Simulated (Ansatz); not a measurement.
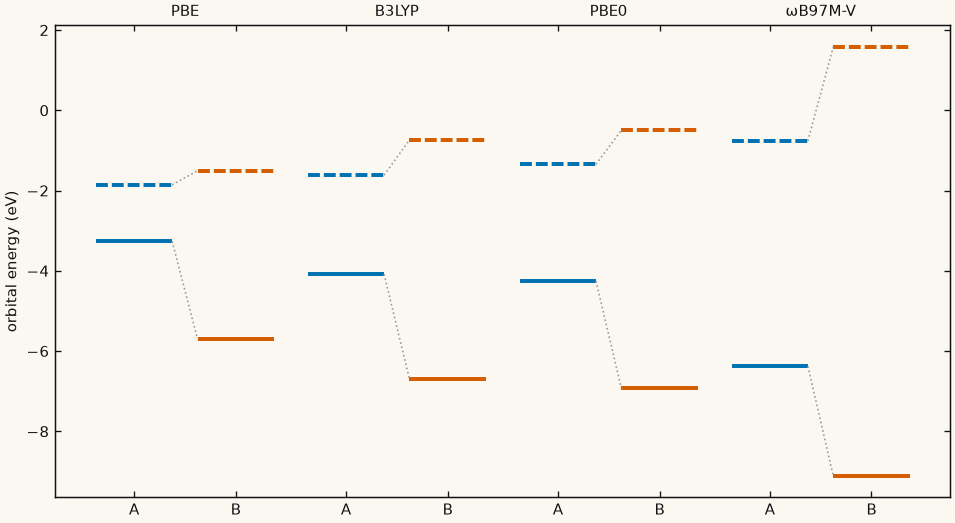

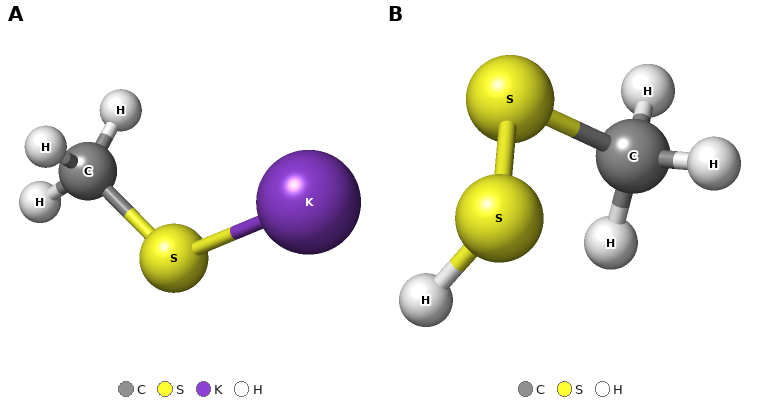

One change: A, CH₃KS (SMILES C[S][K]), becomes B, CH₄S₂ (SMILES CSS). K on S is replaced by SH. HOMO (solid) and LUMO (dashed) computed in def2-TZVPP at PBE0-D4/def2-TZVP geometries, both minima by their frequencies, gas phase, the Ansatz code. Empty levels above zero depend strongly on the basis.

What does the change do to HOMO and LUMO?

PBE: the HOMO falls by 2.44 eV, the LUMO rises by 0.35 eV, and the separation goes from 1.41 to 4.20 eV. B3LYP: the HOMO falls by 2.62 eV, the LUMO rises by 0.88 eV, and the separation goes from 2.47 to 5.96 eV. PBE0: the HOMO falls by 2.67 eV, the LUMO rises by 0.85 eV, and the separation goes from 2.91 to 6.43 eV. ωB97M-V: the HOMO falls by 2.73 eV, the LUMO rises by 2.35 eV, and the separation goes from 5.62 to 10.70 eV.

Do the functionals agree on the effect?

They agree on the direction for both levels; the HOMO shift lies between −2.73 and −2.44 eV and the LUMO shift between 0.35 and 2.35 eV, while the separations themselves differ by up to 6.5 eV between functionals.
